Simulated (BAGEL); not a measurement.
# CASPT2(16,12)/6-31G(d) (density fitting with cc-pvqz-jkfit, spherical functions) run of OCS (carbonyl sulfide)

Aim: the vertical singlet–triplet gap of OCS (carbonyl sulfide) at CASPT2(16,12)/6-31G* (density fitting with cc-pvqz-jkfit, spherical functions), from 2 runs. 

The calculation is run with BAGEL 1.2.2.

### Step 1. The structure to begin with

OCS has 3 atoms, charge 0, and is taken as a singlet. As SMILES, `O=C=S`. The shape is that of a PBE0-D4/def2-TZVP optimisation.

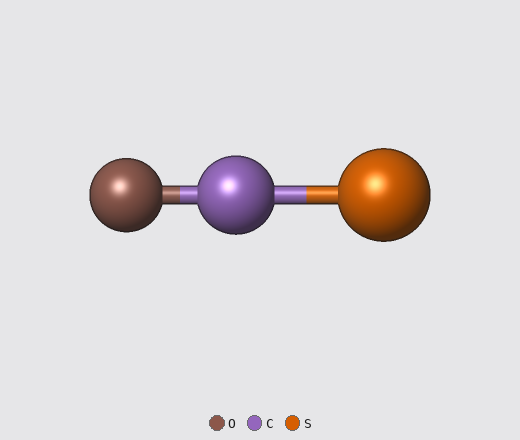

Viewed from a chosen angle; oxygen brown, carbon purple, sulfur orange.

### Step 2. The energy at CASPT2(16,12)/6-31G(d) (density fitting with cc-pvqz-jkfit, spherical functions)

caspt2.json

```json
{ "bagel": [

{
  "title": "molecule",
  "basis": "6-31gs.json",
  "df_basis": "cc-pvqz-jkfit",
  "angstrom": true,
  "geometry": [
    { "atom": "O", "xyz": [    0.921990,    0.684410,    0.582150 ] },
    { "atom": "C", "xyz": [    0.096740,    0.071800,    0.061080 ] },
    { "atom": "S", "xyz": [   -1.018720,   -0.756210,   -0.643230 ] }
  ]
},
{ "title": "hf" },
{ "title": "casscf", "nstate": 1, "nact": 12, "nclosed": 7, "nspin": 0, "maxiter": 200, "natocc": true },
{ "title": "print", "file": "orbitals.molden", "orbitals": true },
{ "title": "smith", "method": "caspt2", "ms": true, "xms": true, "sssr": true, "shift": 0.0, "ncore": 7 }

]}
```

The basis set 6-31G* is read from a file made from the Basis Set Exchange's data (not shown).

Started as:

```bash
$ BAGEL_NUM_THREADS=1 BAGEL caspt2.json > caspt2.out
```

Standard output:

```text
* using 1 threads per process

  ===============================================================
  ===============================================================

  *** Geometry ***

  { "atom" : "O", "xyz" : [      1.742309,      1.293347,      1.100104 ] },
  { "atom" : "C", "xyz" : [      0.182812,      0.135682,      0.115424 ] },
  { "atom" : "S", "xyz" : [     -1.925102,     -1.429030,     -1.215529 ] },

  Number of auxiliary basis functions:      360

  Since a DF basis is specified, we compute 2- and 3-index integrals:
    o Being stored without compression. Storage requirement is 0.006 GB

  Number of basis functions:       46
  Number of electrons      :       30

    * METHOD: MOLECULE                             0.09

  *** RHF ***

  === Nuclear Repulsion ===
    79.6549958938

      * DIIS with orbital gradients will be used.

  === RHF iteration (6-31gs.json) ===
      0       -510.12594694          0.02884716           0.02
      1       -510.15613911          0.02795027           0.02
      2       -510.25688871          0.00180599           0.02
      3       -510.25784131          0.00047541           0.01
      4       -510.25789394          0.00017394           0.02
      5       -510.25790408          0.00006608           0.02
      6       -510.25790577          0.00001629           0.02
      7       -510.25790586          0.00000218           0.02
      8       -510.25790587          0.00000128           0.02
      9       -510.25790587          0.00000045           0.02
     10       -510.25790587          0.00000015           0.02
     11       -510.25790587          0.00000004           0.02
     12       -510.25790587          0.00000002           0.02
     13       -510.25790587          0.00000000           0.02
    * SCF iteration converged.

    * Permanent dipole moment:
           (    0.124551,     0.092467,     0.078643) a.u.

    * METHOD: HF                                   0.28

  ---------------------------
      CASSCF calculation
  ---------------------------

    * nstate   :      1
    * nclosed  :      7
    * nact     :     12
    * nvirt    :     27
  === CASSCF iteration (6-31gs.json) ===

    * Using the second-order algorithm

      0  0      -510.34349232     7.66e-03      7.25

      1  0      -510.39031519     3.70e-03      8.50

      2  0      -510.41361357     1.77e-03      8.61

      3  0      -510.41859062     6.55e-04      8.28

      4  0      -510.41919320     2.56e-04      8.07

      5  0      -510.41928016     1.07e-04      8.03

      6  0      -510.41929569     4.69e-05      8.33

      7  0      -510.41929868     2.08e-05      8.26

      8  0      -510.41929927     9.31e-06      8.33

      9  0      -510.41929939     4.19e-06      8.12

     10  0      -510.41929941     1.90e-06      8.17

     11  0      -510.41929941     8.67e-07      8.19

     12  0      -510.41929942     3.97e-07      8.22

     13  0      -510.41929942     1.82e-07      8.05

     14  0      -510.41929942     8.39e-08      8.21

     15  0      -510.41929942     3.87e-08      8.10

     16  0      -510.41929942     1.79e-08      7.94

     17  0      -510.41929942     8.29e-09      8.02

    * Second-order optimization converged. *

     guess   0:   closed 11111111....         open ............

  === FCI iteration ===

      0  0      -510.25215379     1.24e-03      0.38
      1  0      -510.39078645     5.68e-04      0.38
      2  0      -510.41385540     2.49e-04      0.39
      3  0      -510.41856100     9.25e-05      0.39
      4  0      -510.41918592     3.79e-05      0.38
      5  0      -510.41928299     1.46e-05      0.38
      6  0      -510.41929636     5.80e-06      0.38
      7  0      -510.41929887     2.45e-06      0.37
      8  0      -510.41929934     1.05e-06      0.38
      9  0      -510.41929940     4.42e-07      0.39
     10  0      -510.41929941     1.70e-07      0.37
     11  0      -510.41929942     6.25e-08      0.38
     12  0      -510.41929942     2.59e-08      0.38
     13  0      -510.41929942     1.04e-08      0.38
     14  0      -510.41929942     4.25e-09      0.37
     15  0      -510.41929942     1.66e-09      0.37
     16  0      -510.41929942     6.17e-10      0.39
     17  0      -510.41929942     2.38e-10      0.39
     18  0 *    -510.41929942     8.99e-11      0.36

     * ci vector, state   0, <S^2> = 0.0000
       22222222....     0.9567698005
       2222222.2...    -0.0927102321
       222222.2.2..    -0.0927102321
       222222baba..     0.0692238332
       222222abab..     0.0692238332
       222222aabb..     0.0533294752
       222222bbaa..     0.0533294752

    * METHOD: CASSCF                             154.67

    * METHOD: PRINT                                0.01

  === SMITH program ===

    * freezing 7 orbitals

    * Approximate memory requirement for SMITH calulation per MPI process:
      o Storage requirement for T-amplitude, lambda, and residual is 0.00 GB
      o Storage requirement for MO integrals is 0.00 GB
    * Calculating and saving rdm4f

    * Third and Fock-weighted fourth order RDM ( 1, 1) evaluation
      will be done with 5 passes

    * Zeroth order energy : state  0      -12.0966955039

    * CASPT2 iteration is performed using redundant basis

      ---- iteration ----

        0    -0.25325515     0.01077031      1.00
        1    -0.25539656     0.00108690      1.00
        2    -0.25542792     0.00011587      1.00
        3    -0.25542822     0.00001368      0.98
        4    -0.25542822     0.00000140      0.98
        5    -0.25542822     0.00000023      0.98

      -------------------

    * CASPT2 energy : state  0     -510.6747276398
        reference weight              0.9251367192

    * METHOD: SMITH                              139.95

  ===============================================================
```

Run time: 4.9 min. Hardware: 1 thread of Arm Neoverse V1, shared host; peak memory 12 GiB.

### Step 3. The triplet at the same level

input.json

```json
{ "bagel": [

{
  "title": "molecule",
  "basis": "6-31gs.json",
  "df_basis": "cc-pvqz-jkfit",
  "angstrom": "true",
  "geometry": [
    { "atom": "O", "xyz": [       0.921990,       0.684410,       0.582150 ] },
    { "atom": "C", "xyz": [       0.096740,       0.071800,       0.061080 ] },
    { "atom": "S", "xyz": [      -1.018720,      -0.756210,      -0.643230 ] }
  ]
},

{ "title": "hf" },

{ "title": "casscf", "nstate": 1, "nact": 12, "nclosed": 7, "nspin": 2, "maxiter": 200, "natocc": "true" },

{ "title": "print", "file": "orbitals.molden", "orbitals": "true" },

{ "title": "smith", "method": "caspt2", "ms": "true", "xms": "true", "sssr": "true", "shift": 0.0, "ncore": 7 }

]}
```

The basis set 6-31G* is read from a file made from the Basis Set Exchange's data (not shown).

Started as:

```bash
$ BAGEL_NUM_THREADS=1 BAGEL input.json > input.out
```

Standard output:

```text
* using 1 threads per process

  ===============================================================
  ===============================================================

  *** Geometry ***

  { "atom" : "O", "xyz" : [      1.742309,      1.293347,      1.100104 ] },
  { "atom" : "C", "xyz" : [      0.182812,      0.135682,      0.115424 ] },
  { "atom" : "S", "xyz" : [     -1.925102,     -1.429030,     -1.215529 ] },

  Number of auxiliary basis functions:      360

  Since a DF basis is specified, we compute 2- and 3-index integrals:
    o Being stored without compression. Storage requirement is 0.006 GB

  Number of basis functions:       46
  Number of electrons      :       30

    * METHOD: MOLECULE                             0.09

  *** RHF ***

  === Nuclear Repulsion ===
    79.6549958938

      * DIIS with orbital gradients will be used.

  === RHF iteration (6-31gs.json) ===
      0       -510.12594694          0.02884716           0.02
      1       -510.15613911          0.02795027           0.01
      2       -510.25688871          0.00180599           0.02
      3       -510.25784131          0.00047541           0.01
      4       -510.25789394          0.00017394           0.02
      5       -510.25790408          0.00006608           0.02
      6       -510.25790577          0.00001629           0.01
      7       -510.25790586          0.00000218           0.02
      8       -510.25790587          0.00000128           0.02
      9       -510.25790587          0.00000045           0.02
     10       -510.25790587          0.00000015           0.02
     11       -510.25790587          0.00000004           0.02
     12       -510.25790587          0.00000002           0.02
     13       -510.25790587          0.00000000           0.02
    * SCF iteration converged.

    * Permanent dipole moment:
           (    0.124551,     0.092467,     0.078643) a.u.

    * METHOD: HF                                   0.27

  ---------------------------
      CASSCF calculation
  ---------------------------

    * nstate   :      1
    * nclosed  :      7
    * nact     :     12
    * nvirt    :     27
  === CASSCF iteration (6-31gs.json) ===

    * Using the second-order algorithm

      0  0      -510.13283866     1.59e-02      8.93

      1  0      -510.17436253     3.20e-03     10.66

      2  0      -510.19173656     1.33e-03     10.76

      3  0      -510.19523581     4.26e-04     10.77

      4  0      -510.19572047     1.58e-04     11.14

      5  0      -510.19579346     6.94e-05     10.99

      6  0      -510.19580896     3.49e-05     11.21

      7  0      -510.19581311     1.86e-05     10.91

      8  0      -510.19581431     1.02e-05     11.16

      9  0      -510.19581467     5.58e-06      9.62

     10  0      -510.19581478     3.07e-06     11.39

     11  0      -510.19581481     1.69e-06      9.83

     12  0      -510.19581482     9.29e-07     10.82

     13  0      -510.19581482     5.11e-07      9.95

     14  0      -510.19581483     2.81e-07     10.90

     15  0      -510.19581483     1.54e-07      9.71

     16  0      -510.19581483     8.50e-08      9.73

     17  0      -510.19581483     4.69e-08      9.51

     18  0      -510.19581483     2.62e-08      9.49

     19  0      -510.19581483     1.52e-08      9.64

     20  0      -510.19581483     1.02e-08      9.66

     21  0      -510.19581483     8.96e-09      9.79

    * Second-order optimization converged. *

     guess   0:   closed 1111111.....         open .......11...

  === FCI iteration ===

      0  0      -510.06967842     1.14e-03      0.28
      1  0      -510.17085057     4.90e-04      0.27
      2  0      -510.18651520     2.09e-04      0.29
      3  0      -510.18978171     9.17e-05      0.28
      4  0      -510.19064838     6.98e-05      0.29
      5  0      -510.19158821     9.83e-05      0.28
      6  0      -510.19329416     1.30e-04      0.29
      7  0      -510.19484136     1.02e-04      0.29
      8  0      -510.19557797     5.17e-05      0.28
      9  0      -510.19575791     2.55e-05      0.28
     10  0      -510.19580095     1.26e-05      0.28
     11  0      -510.19581071     6.56e-06      0.29
     12  0      -510.19581387     3.18e-06      0.29
     13  0      -510.19581461     1.64e-06      0.29
     14  0      -510.19581479     7.31e-07      0.29
     15  0      -510.19581482     3.39e-07      0.29
     16  0      -510.19581482     1.48e-07      0.29
     17  0      -510.19581483     7.04e-08      0.29
     18  0      -510.19581483     3.57e-08      0.29
     19  0      -510.19581483     1.84e-08      0.29
    ** throwing out 1 trial vectors **
     20  0      -510.19581483     9.54e-09      0.29
    ** throwing out 1 trial vectors **
     21  0      -510.19581483     5.38e-09      0.29
    ** throwing out 1 trial vectors **
     22  0      -510.19581483     3.08e-09      0.29
    ** throwing out 1 trial vectors **
     23  0      -510.19581483     1.51e-09      0.28
    ** throwing out 1 trial vectors **
     24  0      -510.19581483     7.38e-10      0.28
    ** throwing out 1 trial vectors **
     25  0      -510.19581483     4.42e-10      0.28
    ** throwing out 1 trial vectors **
     26  0      -510.19581483     2.54e-10      0.28
    ** throwing out 1 trial vectors **
     27  0      -510.19581483     1.62e-10      0.28
    ** throwing out 1 trial vectors **
     28  0      -510.19581483     1.16e-10      0.29
    ** throwing out 1 trial vectors **
     29  0 *    -510.19581483     9.77e-11      0.27

     * ci vector, state   0, <S^2> = 2.0000
       2222222aa...     0.6801193278
       222222a2.a..    -0.6801136901
       22222.2aa2..    -0.0563844792
       2222.2a22a..    -0.0563839692
       2222ab2a2a..    -0.0516642708
       2222baa2a2..    -0.0516638723
       2222a2b2aa..    -0.0506333534
       22222a2baa..    -0.0506328283

    * METHOD: CASSCF                             235.72

    * METHOD: PRINT                                0.01

  === SMITH program ===

    * freezing 7 orbitals

    * Approximate memory requirement for SMITH calulation per MPI process:
      o Storage requirement for T-amplitude, lambda, and residual is 0.00 GB
      o Storage requirement for MO integrals is 0.00 GB
    * Calculating and saving rdm4f

    * Third and Fock-weighted fourth order RDM ( 1, 1) evaluation
      will be done with 3 passes

    * Zeroth order energy : state  0      -11.0853515148

    * CASPT2 iteration is performed using redundant basis

      ---- iteration ----

        0    -0.29245274     0.00793398      1.01
        1    -0.29366146     0.00072926      1.02
        2    -0.29367941     0.00007463      1.01
        3    -0.29367964     0.00000905      1.02
        4    -0.29367965     0.00000136      1.01
        5    -0.29367965     0.00000022      1.01

      -------------------

    * CASPT2 energy : state  0     -510.4894944761
        reference weight              0.9086140458

    * METHOD: SMITH                              111.82

  ===============================================================
```

Run time: 5.8 min. Hardware: 1 thread of Arm Neoverse V1, shared host; peak memory 14 GiB.

### Step 4. What came out

Level: CASPT2(16,12)/6-31G* (density fitting with cc-pvqz-jkfit, spherical functions), 7 core orbitals frozen.

```
                                        quantity          value
                           singlet: total energy  -510.67473 Eh
                           triplet: total energy  -510.48949 Eh
vertical energy of the triplet above the singlet       5.040 eV
```

In words: At this shape the triplet lies 5.04 eV (116 kcal/mol) above the singlet.
